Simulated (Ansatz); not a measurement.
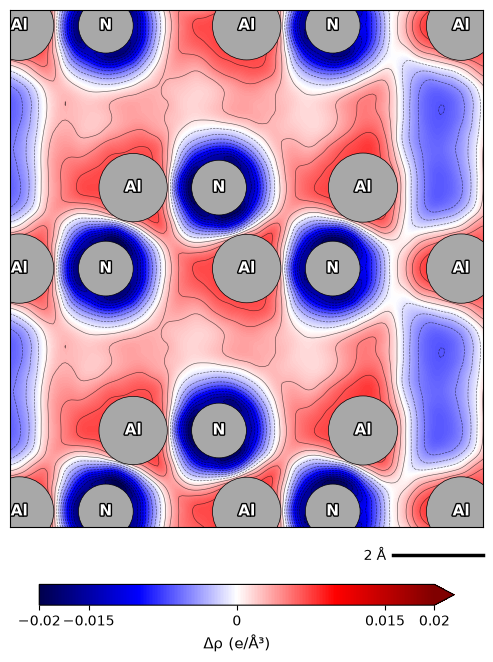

Al4N3. Difference of the valence pseudo-densities of two functionals at the same geometry, on the (110) plane of the calculation cell: PBE less r2SCAN.

Both computed with Ansatz (plane waves, PAW), on the same k-point mesh. Grey discs cover the atomic cores.

```cif
data_structure
_symmetry_space_group_name_H-M 'P 1'
_symmetry_Int_Tables_number 1
_cell_length_a 3.1127
_cell_length_b 3.1127
_cell_length_c 9.8090
_cell_angle_alpha 90.000
_cell_angle_beta 90.000
_cell_angle_gamma 120.000
_cell_volume 82.30
loop_
_atom_site_label
_atom_site_type_symbol
_atom_site_fract_x
_atom_site_fract_y
_atom_site_fract_z
_atom_site_occupancy
Al1 Al 0.00000 0.00000 0.49581 1
Al2 Al 0.33333 0.66667 0.75891 1
Al3 Al 0.00000 0.00000 0.98090 1
Al4 Al 0.33333 0.66667 0.23878 1
N1 N 0.33333 0.66667 0.43313 1
N2 N 0.00000 0.00000 0.69047 1
N3 N 0.00000 0.00000 0.17700 1
```

Question: Where does the change of functional move the electrons?

Answer: Against r2SCAN, PBE gives less density around N (−0.014 e/Å³ on average at 0.8 Å from the nucleus) and a change of −0.007 e/Å³ at the midpoint of Al–N.
